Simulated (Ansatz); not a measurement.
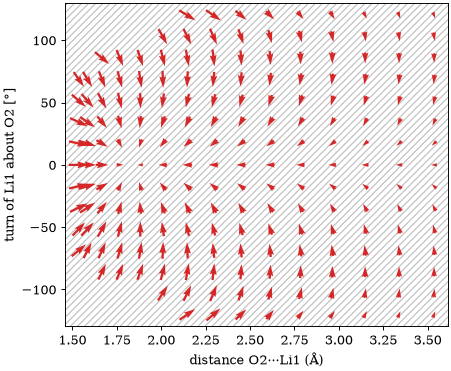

H₂LiO, charge +1. The turn is about an axis along (0.98, −0.22, 0.01) in the frame of the relaxed pair, normal to the line between the partners. The first coordinate is: distance O2···Li1; the second: turn of Li1 about O2. The scan uses a 15 × 15 grid; 107 points were computed and 92 follow by symmetry. At 26 points there is no value (left out of the scan, as a rule where atoms come close). All numbers below come from RKS PBE0-D4/def2-TZVPD in Ansatz.

The picture shows arrows along the force (downhill), their lengths compressed, hatched blanks where no value was computed.

**The arrows alone are given. Where is the energy lowest?**

The arrows converge at about distance O2···Li1 = 1.828 Å, turn of Li1 about O2 = 0° (read from the interpolated surface).

The energy map of the same scan:

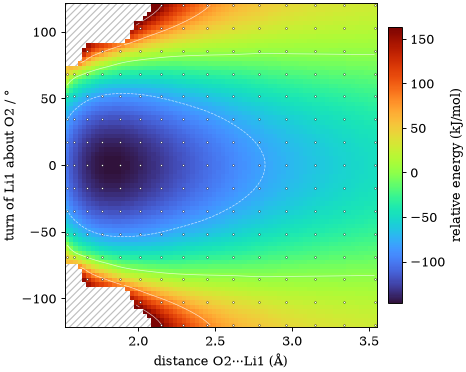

Energies are in kJ/mol, from the ion and the molecule far apart, frozen as in the relaxed pair, each in its own basis (no counterpoise correction); between grid points the surface is interpolated.
